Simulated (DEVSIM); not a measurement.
Device: Mo/Al2O3/n-Ge capacitor, at 250 K.

| layer (left to right) | material | thickness (nm) | Nd (cm⁻³) |
|---|---|---|---|
| 1 | Al2O3 | 9.90 | - |
| 2 | Ge | 1300 | 2e17 |

Metal gate on the left, work function 4.6 eV. Fixed charge at the semiconductor interface 0 cm⁻² (in units of +e); no interface traps.

Constants are typed, rounded textbook-type inputs, not results; the design itself was drawn at random and stands for no fabricated device. Values at 300 K; Nc and Nv go as T^1.5, mobilities as T to minus their exponent, the gap by Varshni's rule with the affinity fixed.

| parameter | Al2O3 | Ge |
|---|---|---|
| gap (eV) | 6.8 | 0.664 |
| affinity (eV) | 1.35 | 4 |
| permittivity | 9 | 16 |
| Nc (cm⁻³) | - | 1.04e19 |
| Nv (cm⁻³) | - | 6e18 |
| Varshni α (eV/K) | - | 0.000477 |
| Varshni β (K) | - | 235 |

Model (solved in DEVSIM): 1D Poisson equation in equilibrium, Boltzmann statistics, complete ionisation; no quantum confinement or tunnelling. Metal contacts follow the ideal Schottky-Mott rule: no Fermi-level pinning, no interface dipoles.

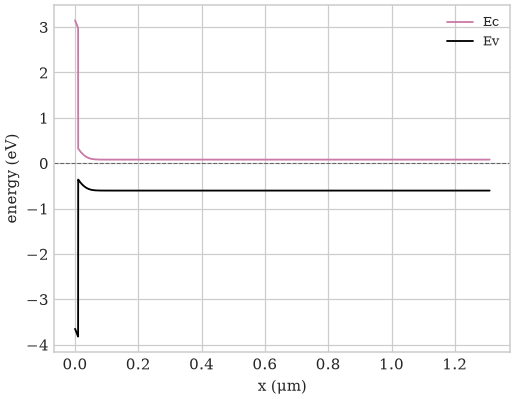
Figure: Band edges at 0.1 V on the gate

Energies count from the Fermi level of the right contact; mesh points crowd at the junctions.

```tsv
x (μm)	Ec (eV)	Ev (eV)	n (cm⁻³)	p (cm⁻³)	field (V/cm)
0.000	3.150	-3.650	< 1e2	< 1e2	-180000
0.001100	3.130	-3.670	< 1e2	< 1e2	-180000
0.002992	3.097	-3.703	< 1e2	< 1e2	-180000
0.006158	3.040	-3.760	< 1e2	< 1e2	-180000
0.008870	2.992	-3.808	< 1e2	< 1e2	-180000
0.009940	0.323	-0.360	2.4e12	2.6e11	-100000
0.01119	0.311	-0.372	4.3e12	1.4e11	-97000
0.01527	0.273	-0.410	2.5e13	2.5e10	-88000
0.02202	0.218	-0.464	3.1e14	2.0e9	-73000
0.03578	0.139	-0.544	1.2e16	5.0e7	-42000
0.06378	0.084	-0.598	1.6e17	4000000	-5100
0.1556	0.079	-0.604	2.0e17	3100000	≈ 0
0.3076	0.079	-0.604	2.0e17	3100000	≈ 0
0.6170	0.079	-0.604	2.0e17	3100000	≈ 0
1.032	0.079	-0.604	2.0e17	3100000	≈ 0
1.178	0.079	-0.604	2.0e17	3100000	≈ 0
1.246	0.079	-0.604	2.0e17	3100000	≈ 0
1.279	0.079	-0.604	2.0e17	3100000	≈ 0
1.299	0.079	-0.604	2.0e17	3100000	≈ 0
1.305	0.079	-0.604	2.0e17	3100000	≈ 0
1.308	0.079	-0.604	2.0e17	3100000	≈ 0
1.310	0.079	-0.604	2.0e17	3100000	≈ 0
```
